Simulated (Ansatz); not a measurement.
**K+ with HCl: superposition error and deformation**

How much of this pair's binding is borrowed basis, and how much do the fragments pay to take the shapes they have in the pair?

Method: PBE0-D4 structures, single points in def2-TZVPPD; program: Ansatz 0.2.0, Gaussian basis.

Levels: PBE-D4, revPBE-D4, BLYP-D4, r2SCAN-D4, B97M-V, PBE0-D4, B3LYP-D4, HSE06-D4, wB97X-V, wB97M-V, B2PLYP, Hartree-Fock, MP2, CCSD, CCSD(T).

Cores are frozen in the correlated methods. The outer core shell of Li, Na, Mg and K is correlated. B3LYP uses VWN-RPA correlation. B2PLYP carries no dispersion term here.

130 further runs of the same task are left out: 1 that didn't finish, 129 set aside as unsound or not needed.

## (1) The starting structure

The relaxed pair: 3 atoms, charge 1, spin multiplicity 1.

Atoms are counted from 1 here; the program's logs count them from 0.

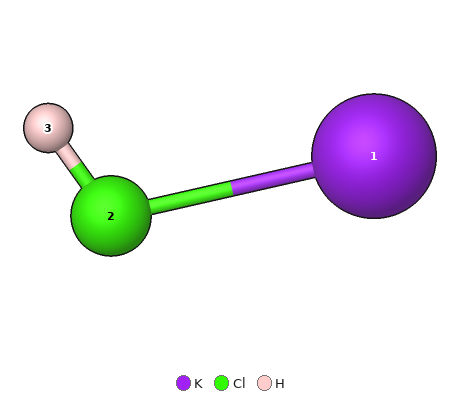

Start geometry, drawn with potassium purple, chlorine green, hydrogen pink; atoms are numbered from 1 in the order of the file.

As a file:

```xyz
3
charge 1, multiplicity 1
K     0.0355   -0.0663   -2.3342
Cl    0.2432   -0.4541    0.8400
H    -0.2787    0.5204    1.4942
```

Atoms 1 to 1 are fragment A (K+), the rest fragment B (HCl). From earlier runs, pair energy (eV) and counterpoise interaction (meV):

```csv
method,E(pair),interaction
PBE-D4,-28848.67402,-324
revPBE-D4,-28854.87386,-302
BLYP-D4,-28859.66943,-317
r2SCAN-D4,-28858.02201,-301
B97M-V,-28852.43339,-307
PBE0-D4,-28851.06120,-318
B3LYP-D4,-28860.67700,-321
HSE06-D4,-28850.62141,-318
wB97X-V,-28855.76285,-309
wB97M-V,-28858.42082,-307
B2PLYP,-28852.25900,-287
MP2,-28829.72199,-285
CCSD(T),-28830.85792,-275
```

First each fragment is run alone in its own basis, frozen in the shape it has in the pair (a, b).

## (2) wB97X-V/def2-TZVPPD

a/in.yaml reads:

```yaml
crystal:
  periodic: [false, false, false]
  atoms:
    - {symbol: K, position_ang: [0.035511, -0.066333, -2.334182]}
basis:
  gaussian: {orbitals: "def2-TZVPPD.json"}
total_charge: 1
hamiltonian: {xc: {name: wB97X-V}}
```

b/in.yaml reads:

```yaml
crystal:
  periodic: [false, false, false]
  atoms:
    - {symbol: Cl, position_ang: [0.243161, -0.454134, 0.839987]}
    - {symbol: H, position_ang: [-0.278673, 0.520367, 1.494195]}
basis:
  gaussian: {orbitals: "def2-TZVPPD.json"}
hamiltonian: {xc: {name: wB97X-V}}
```

The basis file named in the input lies beside it (Basis Set Exchange, JSON).

One command serves all of them, each in its own folder.

Started as:

```bash
> ansatz run in.yaml --threads 2 --pin off --events-out ev --progress --plain --max-ram 5222MiB
```

Log of a:

```text
Functional definition: wB97X-V
  name "wB97X-V"
  cite "Mardirossian & Head-Gordon, Phys. Chem. Chem. Phys. 16, 9904 (2014) doi:10.1039/C3CP54374A"
  cite "Becke, J. Chem. Phys. 107, 8554 (1997) doi:10.1063/1.475007"
  cite "Vydrov & Van Voorhis, J. Chem. Phys. 133, 244103 (2010) doi:10.1063/1.3521275"
  parameter omega = 0.3/bohr
  parameter cx = 0.167
  parameter cx1 = 0.603
  parameter cx2 = 1.194
  parameter css0 = 0.556
  parameter css1 = -0.257
  parameter cos0 = 1.219
  parameter cos1 = -1.850
  parameter b = 6.0
  parameter c = 0.01
  exchange = spin_sum(e_x_unif_sr(omega)*poly(b97_u_x, 1 - cx, cx1, cx2)) + cx*exact_x_sr(omega) + exact_x_lr(omega)
  correlation = spin_sum(e_c_pw_same_spin*poly(b97_u_same, css0, css1))
      + integral(e_c_pw_opposite_spin*poly(b97_u_opposite, cos0, cos1)) + vv10(b, c)
294 factors; their error is unknown
80 factors; integrals over basis functions are off by at most 9.2e-5 eV
mean field evaluation 1: about -16317.7546 eV, gradient 5.6e-1 eV
mean field evaluation 2: about -16317.7547 eV, gradient 5.6e-1 eV
mean field evaluation 4: about -16317.7553 eV, gradient 1.1e-2 eV
mean field evaluation 8: about -16317.8030 eV, gradient 1.8e-4 eV
mean field -16317.80298627 eV, -599.6681991414 hartree, gradient 7.1e-6 eV, S^2 0.000000; 0 other end points of the search recorded, 0 dependent functions left out
reference -16317.80298498 eV, -599.6681990939 hartree; 9, 9 occupied and 27, 27 virtual orbitals, 294 factors
Total energy: -16317.80298498 eV, -599.6681990939 hartree
```

Log of b, shortened:

```text
[... 5 set-up lines as earlier in the session ...]
[...]
      + integral(e_c_pw_opposite_spin*poly(b97_u_opposite, cos0, cos1)) + vv10(b, c)
386 factors; their error is unknown
86 factors; integrals over basis functions are off by at most 5.7e-5 eV
[...]
mean field -12537.64799427 eV, -460.7500654664 hartree, gradient 1.8e-5 eV, S^2 0.000000; 0 other end points of the search recorded, 0 dependent functions left out
reference -12537.64799199 eV, -460.7500653825 hartree; 9, 9 occupied and 59, 59 virtual orbitals, 386 factors
Total energy: -12537.64799199 eV, -460.7500653825 hartree
```

Wall times: 1.2 s (a), 0.95 s (b) on 2 threads of Arm Neoverse V1, shared host.

## (3) wB97M-V/def2-TZVPPD

Each input of step 2 (a, b) changes in the same lines:

```diff
-hamiltonian: {xc: {name: wB97X-V}}
+hamiltonian: {xc: {name: wB97M-V}}
```

The same command starts each run, in its folder.

Started as:

```bash
> ansatz run in.yaml --threads 2 --pin off --events-out ev --progress --plain --max-ram 5222MiB
```

a printed, shortened:

```text
Functional definition: wB97M-V
  name "wB97M-V"
  cite "Mardirossian & Head-Gordon, J. Chem. Phys. 144, 214110 (2016) doi:10.1063/1.4952647"
[... 2 set-up lines as earlier in the session ...]
  # Of w^i u^j: cxij and so on, Table III.
[...]
  gx(w, u) = 1 - cx + cx01*u + cx10*w
  gss(w, u) = css00 + css04*u^4 + css10*w + css20*w^2 + css43*w^4*u^3
  gos(w, u) = cos00 + cos10*w + (cos20 + cos21*u)*w^2 + (cos60 + cos61*u)*w^6
[...]
      + integral(e_c_pw_mod_opposite_spin*gos(b97_w_opposite, b97_u_opposite)) + vv10(b, c)
294 factors; their error is unknown
80 factors; integrals over basis functions are off by at most 9.2e-5 eV
[...]
mean field -16319.33110416 eV, -599.7243564378 hartree, gradient 8.1e-6 eV, S^2 0.000000; 0 other end points of the search recorded, 0 dependent functions left out
reference -16319.33114010 eV, -599.7243577587 hartree; 9, 9 occupied and 27, 27 virtual orbitals, 294 factors
Total energy: -16319.33114010 eV, -599.7243577587 hartree
```

b printed, shortened:

```text
[... 5 set-up lines as earlier in the session ...]
  # Of w^i u^j: cxij and so on, Table III.
[...]
  gx(w, u) = 1 - cx + cx01*u + cx10*w
  gss(w, u) = css00 + css04*u^4 + css10*w + css20*w^2 + css43*w^4*u^3
  gos(w, u) = cos00 + cos10*w + (cos20 + cos21*u)*w^2 + (cos60 + cos61*u)*w^6
[...]
      + integral(e_c_pw_mod_opposite_spin*gos(b97_w_opposite, b97_u_opposite)) + vv10(b, c)
386 factors; their error is unknown
86 factors; integrals over basis functions are off by at most 5.7e-5 eV
[...]
mean field -12538.77970734 eV, -460.7916551547 hartree, gradient 1.8e-5 eV, S^2 0.000000; 0 other end points of the search recorded, 0 dependent functions left out
reference -12538.77976589 eV, -460.7916573062 hartree; 9, 9 occupied and 59, 59 virtual orbitals, 386 factors
Total energy: -12538.77976589 eV, -460.7916573062 hartree
```

Wall times: 1.4 s (a), 1 s (b) on 2 threads of Arm Neoverse V1, shared host.

## (4) B2PLYP/def2-TZVPPD

Each input of step 3 (a, b) changes in the same lines:

```diff
-hamiltonian: {xc: {name: wB97M-V}}
+hamiltonian: {xc: {name: B2PLYP}}
```

One command serves all of them, each in its own folder.

Started as:

```bash
> ansatz run in.yaml --threads 2 --pin off --events-out ev --progress --plain --max-ram 5222MiB
```

Log of a, shortened:

```text
Functional definition: B2PLYP
  name "B2PLYP"
  cite "Grimme, J. Chem. Phys. 124, 034108 (2006) doi:10.1063/1.2148954"
  cite "Becke, Phys. Rev. A 38, 3098 (1988) doi:10.1103/PhysRevA.38.3098"
  cite "Lee, Yang & Parr, Phys. Rev. B 37, 785 (1988) doi:10.1103/PhysRevB.37.785"
[...]
206 factors; integrals over basis functions are off by at most 1.5e-4 eV
[...]
mean field -16314.67160316 eV, -599.5531229344 hartree, gradient 5.3e-6 eV, S^2 0.000000; 0 other end points of the search recorded, 0 dependent functions left out
5 core orbitals not correlated: weight in the atoms' cores, before any rotation towards them, 1.000 or more for the frozen orbitals, at most 0.000 for the correlated occupied ones
reference -16314.67168109 eV, -599.5531257983 hartree; 4, 4 occupied and 27, 27 virtual orbitals, 206 factors
second order -4.82704404 eV of doubles, -0.00000000 eV of singles
Total energy: -16315.97498298 eV, -599.6010212594 hartree
```

Output in b, shortened:

```text
[... 5 set-up lines as earlier in the session ...]
[...]
386 factors; integrals over basis functions are off by at most 1.1e-3 eV
[...]
mean field -12534.16752122 eV, -460.6221604408 hartree, gradient 1.1e-6 eV, S^2 0.000000; 0 other end points of the search recorded, 0 dependent functions left out
5 core orbitals not correlated: weight in the atoms' cores, before any rotation towards them, 1.000 or more for the frozen orbitals, at most 0.000 for the correlated occupied ones
reference -12534.16764553 eV, -460.6221650093 hartree; 4, 4 occupied and 59, 59 virtual orbitals, 386 factors
second order -6.75161120 eV of doubles, -0.00000000 eV of singles
Total energy: -12535.99058056 eV, -460.6891566358 hartree
```

Wall times: 0.4 s (a), 0.5 s (b) on 2 threads of Arm Neoverse V1, shared host.

## (5) B97M-V/def2-TZVPPD

The same edit goes into each in.yaml of step 4 (a, b):

```diff
-hamiltonian: {xc: {name: B2PLYP}}
+hamiltonian: {xc: {name: B97M-V}}
```

The same command starts each run, in its folder.

Started as:

```bash
> ansatz run in.yaml --threads 2 --pin off --events-out ev --progress --plain --max-ram 5222MiB
```

Output in a, shortened:

```text
Functional definition: B97M-V
  name "B97M-V"
  cite "Mardirossian & Head-Gordon, J. Chem. Phys. 142, 074111 (2015) doi:10.1063/1.4907719"
[... 2 set-up lines as earlier in the session ...]
  # Of w^i u^j: cxij and so on, Table III.
[...]
  gx(w, u) = cx00 + cx01*u + cx02*u^2 + (cx10 + cx11*u)*w
  gss(w, u) = css00 + css02*u^2 + css10*w + (css32*w^3 + css42*w^4)*u^2
  gos(w, u) = cos00 + cos01*u + cos03*u^3 + cos10*w + cos32*w^3*u^2
[...]
      + integral(e_c_pw_mod_opposite_spin*gos(b97_w_opposite, b97_u_opposite)) + vv10(b, c)
286 factors; their error is unknown
[...]
mean field -16315.86215186 eV, -599.5968747921 hartree, gradient 7.4e-6 eV, S^2 0.000000; 0 other end points of the search recorded, 0 dependent functions left out
reference -16315.86217914 eV, -599.5968757948 hartree; 9, 9 occupied and 27, 27 virtual orbitals, 286 factors
Total energy: -16315.86217914 eV, -599.5968757948 hartree
```

Output in b, shortened:

```text
[... 5 set-up lines as earlier in the session ...]
  # Of w^i u^j: cxij and so on, Table III.
[...]
  gx(w, u) = cx00 + cx01*u + cx02*u^2 + (cx10 + cx11*u)*w
  gss(w, u) = css00 + css02*u^2 + css10*w + (css32*w^3 + css42*w^4)*u^2
  gos(w, u) = cos00 + cos01*u + cos03*u^3 + cos10*w + cos32*w^3*u^2
[...]
      + integral(e_c_pw_mod_opposite_spin*gos(b97_w_opposite, b97_u_opposite)) + vv10(b, c)
383 factors; their error is unknown
[...]
mean field -12536.26248681 eV, -460.6991490063 hartree, gradient 3.9e-5 eV, S^2 0.000000; 0 other end points of the search recorded, 0 dependent functions left out
reference -12536.26255789 eV, -460.6991516187 hartree; 9, 9 occupied and 59, 59 virtual orbitals, 383 factors
Total energy: -12536.26255789 eV, -460.6991516187 hartree
```

Times: 1 s (a), 1 s (b) on 2 threads of Arm Neoverse V1, shared host.

## (6) CCSD(T)/def2-TZVPPD

The same edit goes into each in.yaml of step 5 (a, b):

```diff
-hamiltonian: {xc: {name: B97M-V}}
+correlation: {method: ccsd_t}
```

The same command starts each run, in its folder.

Started as:

```bash
> ansatz run in.yaml --threads 2 --pin off --events-out ev --progress --plain --max-ram 5222MiB
```

Output in a, shortened:

```text
Functional definition: HF
  name "HF"
  cite "Fock, Z. Phys. 61, 126 (1930) doi:10.1007/BF01340294"
  parent pbe
[...]
206 factors; integrals over basis functions are off by at most 1.5e-4 eV
[...]
mean field -16299.78475555 eV, -599.0060413757 hartree, gradient 2.4e-6 eV, S^2 0.000000; 0 other end points of the search recorded, 0 dependent functions left out
5 core orbitals not correlated: weight in the atoms' cores, before any rotation towards them, 1.000 or more for the frozen orbitals, at most 0.000 for the correlated occupied ones
reference -16299.78475555 eV, -599.0060413757 hartree; 4, 4 occupied and 27, 27 virtual orbitals, 206 factors
second order -4.10192687 eV of doubles, -0.00000000 eV of singles
cycle   1  -4.37575722 eV  change   -2.7e-1 eV  update   1.9e-2
[...]
cycle   6  -4.41655001 eV  change   -2.1e-6 eV  update   3.3e-6
perturbative correction -0.04592391 eV, -0.0016876725 hartree
Total energy: -16304.24722947 eV, -599.1700342674 hartree
```

Log of b, shortened:

```text
[... 4 set-up lines as earlier in the session ...]
[...]
386 factors; integrals over basis functions are off by at most 1.1e-3 eV
[...]
mean field -12519.95335249 eV, -460.0997993750 hartree, gradient 2.5e-6 eV, S^2 0.000000; 0 other end points of the search recorded, 0 dependent functions left out
5 core orbitals not correlated: weight in the atoms' cores, before any rotation towards them, 1.000 or more for the frozen orbitals, at most 0.000 for the correlated occupied ones
reference -12519.95335249 eV, -460.0997993750 hartree; 4, 4 occupied and 59, 59 virtual orbitals, 386 factors
second order -5.58177896 eV of doubles, -0.00000000 eV of singles
cycle   1  -5.99614803 eV  change   -4.1e-1 eV  update   4.0e-2
[...]
cycle   8  -6.13915809 eV  change    1.1e-6 eV  update   3.3e-6
perturbative correction -0.22637161 eV, -0.0083190032 hartree
Total energy: -12526.31888219 eV, -460.3337282766 hartree
```

Times: 0.15 s (a), 0.4 s (b) on 2 threads of Arm Neoverse V1, shared host.

## (7) Relaxing HCl alone

relax-b/in.yaml reads:

```yaml
crystal:
  periodic: [false, false, false]
  atoms:
    - {symbol: Cl, position_ang: [0.243161, -0.454134, 0.839987]}
    - {symbol: H, position_ang: [-0.278673, 0.520367, 1.494195]}
basis:
  gaussian: {orbitals: def2-TZVP}
hamiltonian: {xc: pbe0, dispersion: d4}
relax: {f_tol: 0.005, max_steps: 200}
```

Started as:

```bash
> ansatz run in.yaml --threads 2 --pin off --events-out ev --progress --plain --max-ram 5222MiB
```

Log, shortened:

```text
Functional definition: PBE0
  name "PBE0"
  cite "Adamo & Barone, J. Chem. Phys. 110, 6158 (1999) doi:10.1063/1.478522"
  cite "Perdew, Burke & Ernzerhof, Phys. Rev. Lett. 77, 3865 (1996) doi:10.1103/PhysRevLett.77.3865"
[... 1 set-up line as earlier in the session ...]
[...]
312 factors; their error is unknown
[...]
mean field -12535.31594523 eV, -460.6643642448 hartree, gradient 4.2e-5 eV, S^2 0.000000; 0 other end points of the search recorded, 0 dependent functions left out
[...]
reference -12535.31596060 eV, -460.6643648097 hartree; 9, 9 occupied and 34, 34 virtual orbitals, 312 factors
relax step   1: F+E_penalty+E_count = -12535.32052759 eV  Δ(F+E_penalty+E_count) = +0.000e0 eV  max|allowed force component| = 1.363e-1 eV/Å  Δτ_max = 0.0000 Å  (20 SCF iters, accepted)
[...]
relax step   2: F+E_penalty+E_count = -12535.32095272 eV  Δ(F+E_penalty+E_count) = -4.251e-4 eV  max|allowed force component| = 5.558e-2 eV/Å  Δτ_max = 0.0017 Å  (25 SCF iters, accepted)
[...]
relax step   3: F+E_penalty+E_count = -12535.32103631 eV  Δ(F+E_penalty+E_count) = -8.359e-5 eV  max|allowed force component| = 5.152e-4 eV/Å  Δτ_max = 0.0011 Å  (18 SCF iters, accepted)
312 factors; their error is unknown
[...]
mean field -12535.31645842 eV, -460.6643831041 hartree, gradient 6.8e-6 eV, S^2 0.000000; 1 other end points of the search recorded, 0 dependent functions left out
[...]
reference -12535.31647376 eV, -460.6643836680 hartree; 9, 9 occupied and 34, 34 virtual orbitals, 312 factors
Total energy: -12535.32105165 eV, -460.6645519024 hartree
Atom 0 at     0.242012    -0.451989     0.841427 Å, force     0.000276    -0.000515    -0.000346 eV/Å
Atom 1 at    -0.277524     0.518222     1.492755 Å, force    -0.000276     0.000515     0.000346 eV/Å
Dipole moment:    -0.106686     0.199232     0.133749 e Å
```

Run time: 0.85 s. Hardware: 2 threads of Arm Neoverse V1, shared host.

The steps of the relaxation:

```csv
step,energy from step 1 (eV),largest force component (eV/Å)
1,0.0000,0.1363
2,-0.0004,0.0556
3,-0.0005,0.0005
```

The bond:

```csv
bond,before (Å),after (Å),change (Å)
Cl1–H2,1.285,1.279,-0.006
```

## (8) PBE-D4/def2-TZVPPD

free-b/in.yaml reads:

```yaml
crystal:
  periodic: [false, false, false]
  atoms:
    - {symbol: Cl, position_ang: [0.242012, -0.451989, 0.841427]}
    - {symbol: H, position_ang: [-0.277524, 0.518222, 1.492755]}
basis:
  gaussian: {orbitals: "def2-TZVPPD.json"}
hamiltonian: {xc: pbe, dispersion: d4}
```

Started as:

```bash
> ansatz run in.yaml --threads 2 --pin off --events-out ev --progress --plain --max-ram 5222MiB
```

Log:

```text
Functional definition: PBE
  name "PBE"
[... 2 set-up lines as earlier in the session ...]
  parameter kappa = 0.804
  parameter beta = 0.06672455060314922
  exchange = pbe_x(kappa = kappa, mu = beta*pi^2/3)
  correlation = pbe_c(beta = beta)
383 factors; their error is unknown
mean field evaluation 1: about -12534.0091 eV, gradient 1.2e1 eV
mean field evaluation 2: about -12533.9599 eV, gradient 1.4e1 eV
mean field evaluation 4: about -12534.3624 eV, gradient 4.8e-1 eV
mean field evaluation 8: about -12534.3558 eV, gradient 4.1e-3 eV
mean field -12534.35579292 eV, -460.6290792982 hartree, gradient 5.2e-5 eV, S^2 0.000000; 0 other end points of the search recorded, 0 dependent functions left out
reference -12534.35584166 eV, -460.6290810896 hartree; 9, 9 occupied and 59, 59 virtual orbitals, 383 factors
Total energy: -12534.36150281 eV, -460.6292891328 hartree
```

Run time: 0.3 s. Hardware: 2 threads of Arm Neoverse V1, shared host.

## (9) r2SCAN-D4/def2-TZVPPD

Changes to free-b/in.yaml since step 8:

```diff
@@ -7,2 +7,2 @@
   gaussian: {orbitals: "def2-TZVPPD.json"}
-hamiltonian: {xc: pbe, dispersion: d4}
+hamiltonian: {xc: r2scan, dispersion: d4}
```

Started as:

```bash
> ansatz run in.yaml --threads 2 --pin off --events-out ev --progress --plain --max-ram 5222MiB
```

Log:

```text
Functional definition: r2SCAN
  name "r2SCAN"
  cite "Furness, Kaplan, Ning, Perdew & Sun, J. Phys. Chem. Lett. 11, 8208 (2020) doi:10.1021/acs.jpclett.0c02405"
  cite "Furness, Kaplan, Ning, Perdew & Sun, J. Phys. Chem. Lett. 11, 9248 (2020) doi:10.1021/acs.jpclett.0c03077"
  parent r2scan
  parameter k0 = 0.174
  parameter k1 = 0.065
  parameter a1 = 4.9479
  exchange = r2scan_x(k0 = k0, k1 = k1, a1 = a1)
  correlation = r2scan_c
383 factors; their error is unknown
mean field evaluation 1: about -12538.3982 eV, gradient 1.1e1 eV
mean field evaluation 2: about -12538.4537 eV, gradient 1.1e1 eV
mean field evaluation 4: about -12538.6583 eV, gradient 2.8e-1 eV
mean field evaluation 8: about -12538.6509 eV, gradient 1.7e-3 eV
mean field -12538.65085329 eV, -460.7869198554 hartree, gradient 4.4e-6 eV, S^2 0.000000; 0 other end points of the search recorded, 0 dependent functions left out
reference -12538.65087027 eV, -460.7869204795 hartree; 9, 9 occupied and 59, 59 virtual orbitals, 383 factors
Total energy: -12538.65213621 eV, -460.7869670022 hartree
```

It took 0.75 s on 2 threads of Arm Neoverse V1, shared host.

## (10) PBE0-D4/def2-TZVPPD

Changes to free-b/in.yaml since step 9:

```diff
@@ -7,2 +7,3 @@
   gaussian: {orbitals: "def2-TZVPPD.json"}
-hamiltonian: {xc: r2scan, dispersion: d4}
+hamiltonian: {xc: pbe0, dispersion: d4}
+output: {orbitals: {seedname: orbitals}}
```

Started as:

```bash
> ansatz run in.yaml --threads 2 --pin off --events-out ev --progress --plain --max-ram 5222MiB
```

Log, shortened:

```text
[... 5 set-up lines as earlier in the session ...]
  parameter a = 0.25
[... 2 set-up lines as earlier in the session ...]
  exchange = (1 - a)*pbe_x(kappa = kappa, mu = beta*pi^2/3) + a*exact_x
[... 1 set-up line as earlier in the session ...]
393 factors; their error is unknown
mean field evaluation 1: about -12535.1223 eV, gradient 9.5e0 eV
mean field evaluation 2: about -12535.1960 eV, gradient 9.0e0 eV
mean field evaluation 4: about -12535.3440 eV, gradient 3.0e-1 eV
mean field evaluation 8: about -12535.3795 eV, gradient 9.9e-4 eV
mean field -12535.37950641 eV, -460.6667000750 hartree, gradient 1.8e-5 eV, S^2 0.000000; 0 other end points of the search recorded, 0 dependent functions left out
reference -12535.37954181 eV, -460.6667013761 hartree; 9, 9 occupied and 59, 59 virtual orbitals, 393 factors
Total energy: -12535.38411970 eV, -460.6668696105 hartree
```

Wall time 0.35 s (2 threads of Arm Neoverse V1, shared host).

## (11) B3LYP-D4/def2-TZVPPD

Changes to free-b/in.yaml since step 10:

```diff
@@ -7,3 +7,2 @@
   gaussian: {orbitals: "def2-TZVPPD.json"}
-hamiltonian: {xc: pbe0, dispersion: d4}
-output: {orbitals: {seedname: orbitals}}
+hamiltonian: {xc: {name: B3LYP}, dispersion: d4}
```

Started as:

```bash
> ansatz run in.yaml --threads 2 --pin off --events-out ev --progress --plain --max-ram 5222MiB
```

Log:

```text
Functional definition: B3LYP
  name "B3LYP"
  cite "Stephens, Devlin, Chabalowski & Frisch, J. Phys. Chem. 98, 11623 (1994) doi:10.1021/j100096a001"
[... 2 set-up lines as earlier in the session ...]
  cite "Vosko, Wilk & Nusair, Can. J. Phys. 58, 1200 (1980) doi:10.1139/p80-159"
  parameter a0 = 0.2
  parameter ax = 0.72
  parameter ac = 0.81
  exchange = (1 - a0 - ax)*slater_x + ax*b88_x + a0*exact_x
  correlation = (1 - ac)*vwn_rpa_c + ac*lyp_c
393 factors; their error is unknown
mean field evaluation 1: about -12539.7413 eV, gradient 1.1e1 eV
mean field evaluation 2: about -12539.7816 eV, gradient 1.1e1 eV
mean field evaluation 4: about -12540.0074 eV, gradient 3.4e-1 eV
mean field evaluation 8: about -12540.0339 eV, gradient 7.8e-4 eV
mean field -12540.03387666 eV, -460.8377450270 hartree, gradient 2.3e-5 eV, S^2 0.000000; 0 other end points of the search recorded, 0 dependent functions left out
reference -12540.03407917 eV, -460.8377524692 hartree; 9, 9 occupied and 59, 59 virtual orbitals, 393 factors
Total energy: -12540.04326576 eV, -460.8380900702 hartree
```

It took 0.4 s on 2 threads of Arm Neoverse V1, shared host.

## (12) wB97X-V/def2-TZVPPD

Changes to free-b/in.yaml since step 11:

```diff
@@ -7,2 +7,2 @@
   gaussian: {orbitals: "def2-TZVPPD.json"}
-hamiltonian: {xc: {name: B3LYP}, dispersion: d4}
+hamiltonian: {xc: {name: wB97X-V}}
```

Started as:

```bash
> ansatz run in.yaml --threads 2 --pin off --events-out ev --progress --plain --max-ram 5222MiB
```

Log, shortened:

```text
[... 5 set-up lines as earlier in the session ...]
[...]
      + integral(e_c_pw_opposite_spin*poly(b97_u_opposite, cos0, cos1)) + vv10(b, c)
386 factors; their error is unknown
86 factors; integrals over basis functions are off by at most 5.7e-5 eV
[...]
mean field -12537.64899902 eV, -460.7501023903 hartree, gradient 1.8e-5 eV, S^2 0.000000; 0 other end points of the search recorded, 0 dependent functions left out
reference -12537.64899674 eV, -460.7501023065 hartree; 9, 9 occupied and 59, 59 virtual orbitals, 386 factors
Total energy: -12537.64899674 eV, -460.7501023065 hartree
```

Wall time 0.95 s (2 threads of Arm Neoverse V1, shared host).

(Part 1 of 2 ends here.)
